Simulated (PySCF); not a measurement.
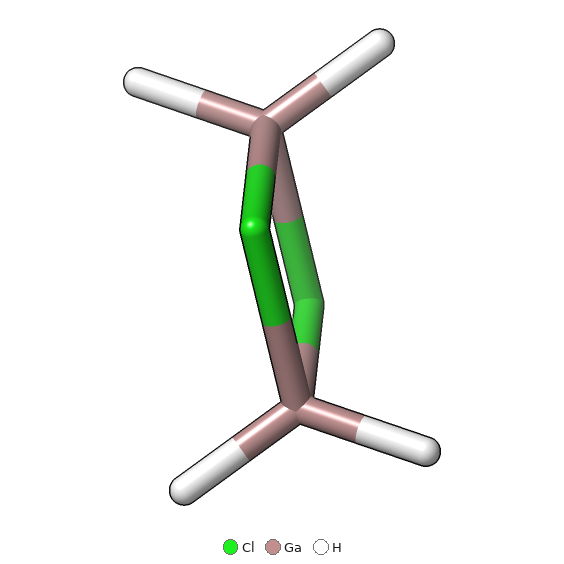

The computed structure is the end point of a GFN2-xTB optimisation. No frequency run is at hand to confirm it as a minimum. Level of theory: CAM-B3LYP/def2-SVPD, gas phase (PySCF 2.14.0). Excitations: vertical, linear response.

What does the calculation give?

The species is Cl2Ga2H4 (`[Cl+]1[GaH2-][Cl+][GaH2-]1`).
- HOMO energy (Kohn–Sham orbital): −9.64 eV
- LUMO energy (Kohn–Sham orbital): −0.12 eV
- HOMO–LUMO gap: 9.52 eV
- mean static polarisability: 82.7 bohr³
- lowest vertical singlet excitation: 6.35 eV
- its oscillator strength: 0.000
- brightest of the 8 lowest singlets: 7.70 eV
- its oscillator strength: 0.16

The geometry is semi-empirical. Around Ga such bond lengths and angles can be off by a tenth of an ångström or more and by several degrees, and values that hang on the shape move with them.
